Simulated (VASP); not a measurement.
Band structure of Ge (diamond). Method: r2SCAN meta-GGA, VASP's PBE PAW potentials (set 64) (plane waves; VASP).

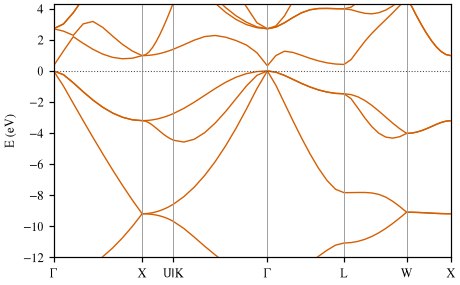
Figure. Bands along high-symmetry lines, zero at the valence-band maximum or, without a gap, the Fermi level

Read the plot: is there a gap, and where are the band edges?

The gap is direct, 0.33 eV, from the valence maximum at Γ to the conduction minimum at Γ.

Measured: gap 0.79 eV (computed value off by -0.46 eV), as given by Anna Miglio et al., npj Computational Materials (2020), arXiv:2011.12765 [measured zero-point renormalisation of 52 meV added back].

The compound is Ge in the diamond structure. It was relaxed first.
